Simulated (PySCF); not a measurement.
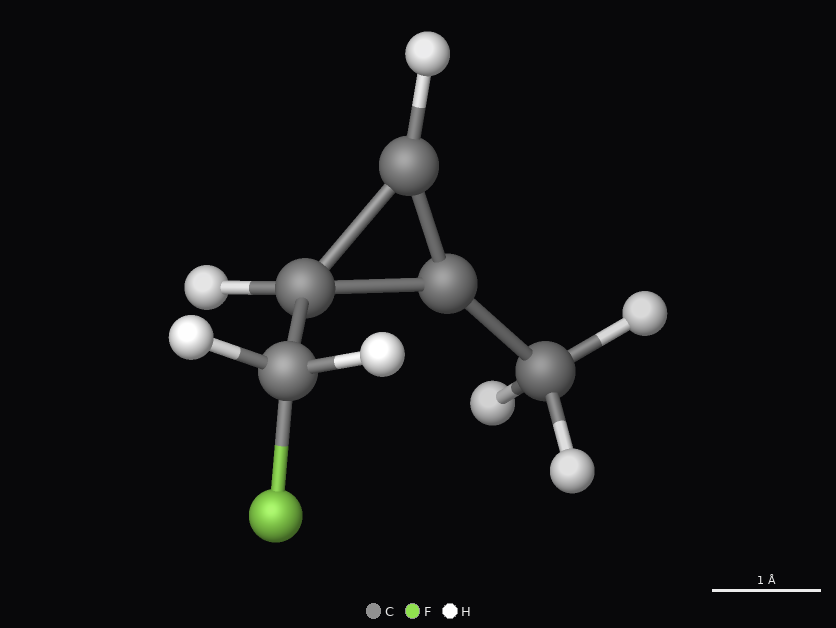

Rendered structure (ball-and-stick style).

What does the picture show?

It has 13 atoms: 5 carbon, 7 hydrogen and 1 fluorine (C5H7F). As SMILES it reads `CC1=C[C@@H]1CF`. Independent rings (smallest set): 1 of 3 members. Among its groups: alkene, C–F bond. This geometry has C1 symmetry. Coordination, clear cases only: 2 C tetrahedral.

The parts below concern this one geometry. Atoms keep their numbers from picture to picture. The geometry was computed by an optimisation with PBE0-D3(BJ)/def2-SVP. No frequency run is at hand to confirm it as a minimum.

NMR shielding

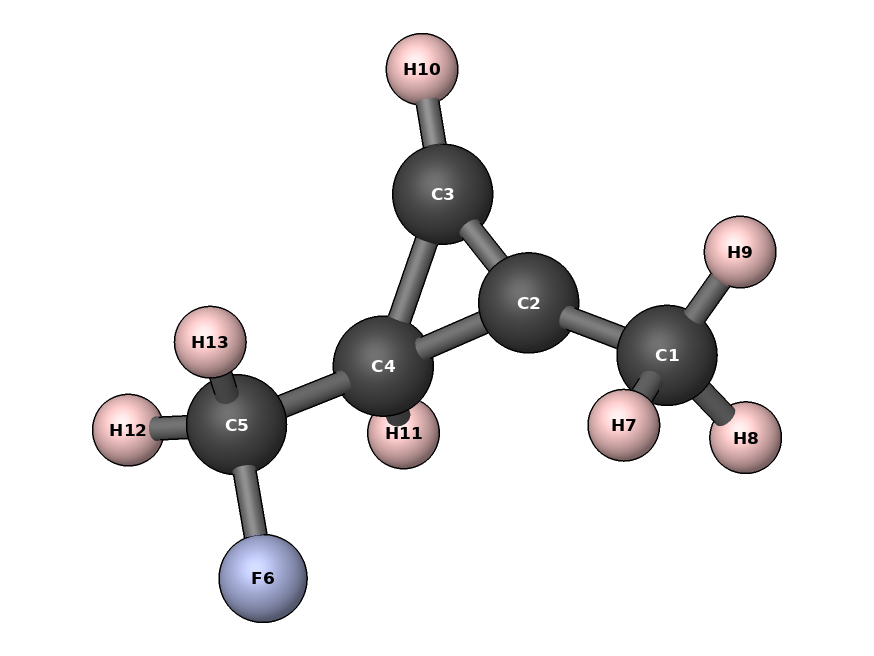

No frequency run is at hand to confirm it as a minimum. Level of theory: GIAO PBE/pcSseg-1 NMR shielding, non-relativistic, gas phase (PySCF 2.14.0). Principal shieldings σ11 ≤ σ22 ≤ σ33, span Ω = σ33 − σ11, skew κ = 3(σiso − σ22)/Ω.

Give the shielding tensors of the F atoms.

```tsv
atom	σ11	σ22	σ33	σiso	Ω	κ
F6	365.4	381.7	441.6	396.2	76.1	0.57
```

Shieldings and span in ppm.

Dipole moment

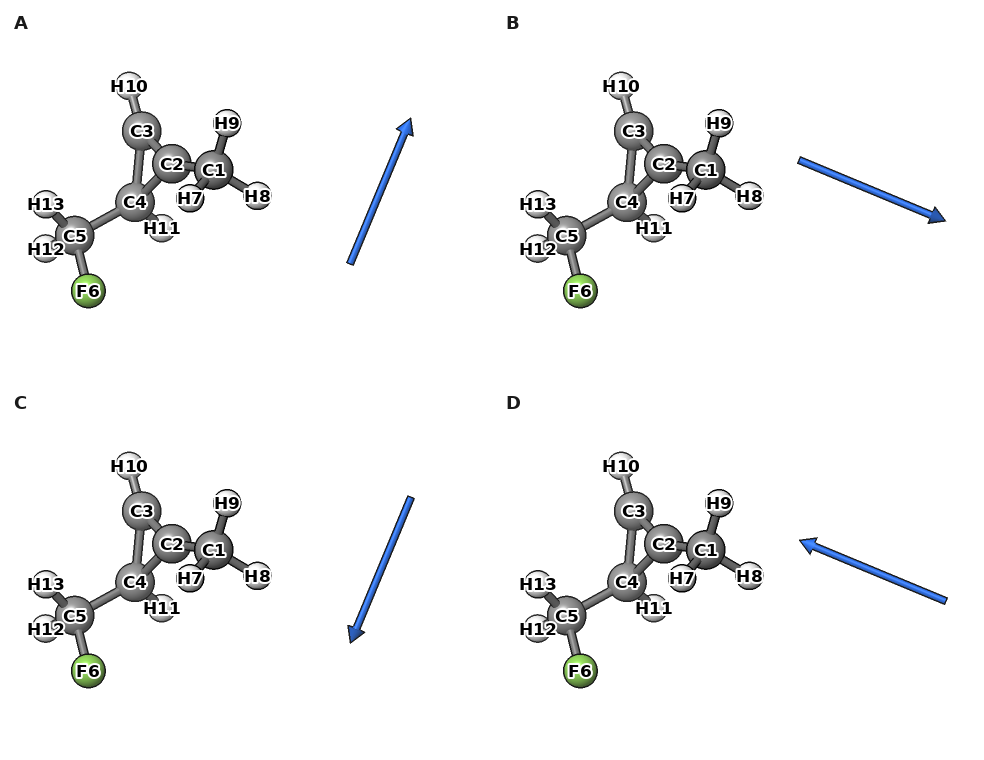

The same molecule four times, each with an arrow. No frequency run is at hand to confirm it as a minimum. Method: PBE0/STO-3G, gas phase (PySCF 2.14.0).

Which arrow points along the dipole moment, from the negative to the positive end?

Answer. A. The dipole moment is 1.24 D; it points from the side of F6 to the side of H9 (the outermost atoms at the two ends).

Levels of theory compared

No frequency run is at hand to confirm it as a minimum. Program: PySCF 2.14.0.

At this fixed geometry, give HOMO–LUMO gap (eV), HOMO energy (eV) at these levels: B97-2/pcSseg-1; BP86/pcSseg-1; CAM-B3LYP/pcSseg-1; KT3/pcSseg-1; PBE0/6-31G; PBE0/pcSseg-1; WP04/pcSseg-1; ωB97X-D/pcSseg-1.

```csv
level,HOMO–LUMO gap (eV),HOMO energy (eV)
B97-2/pcSseg-1,7.02,−6.88
BP86/pcSseg-1,5.08,−6.04
CAM-B3LYP/pcSseg-1,9.85,−8.46
KT3/pcSseg-1,5.19,−5.99
PBE0/6-31G,7.51,−6.97
PBE0/pcSseg-1,7.32,−7.13
WP04/pcSseg-1,6.38,−8.29
ωB97X-D/pcSseg-1,11.01,−8.98
```
